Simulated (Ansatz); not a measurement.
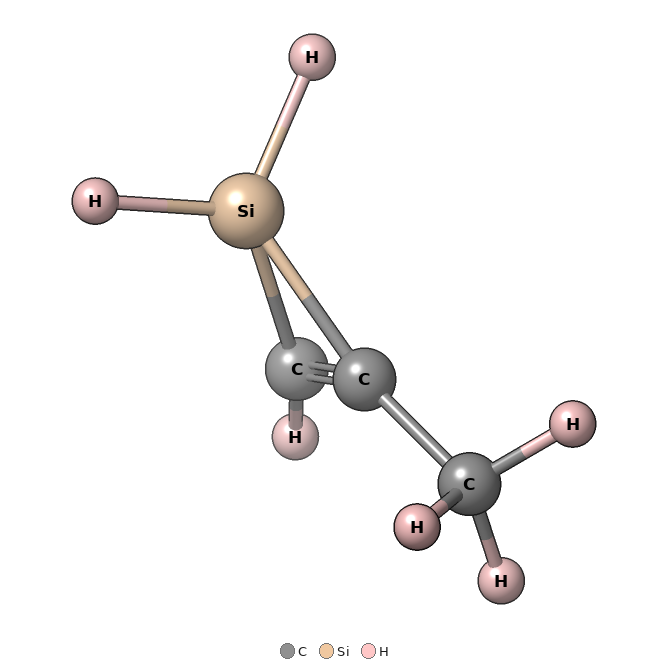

Atoms fade into the background with distance from the viewer. The geometry was computed by an optimisation with PBE0-D4/def2-TZVP.

List the symmetry elements and name the point group.

Answer. It has 1 mirror plane, so the point group is Cs. The group has 2 operations. The geometry is achiral, and symmetry allows a dipole moment.
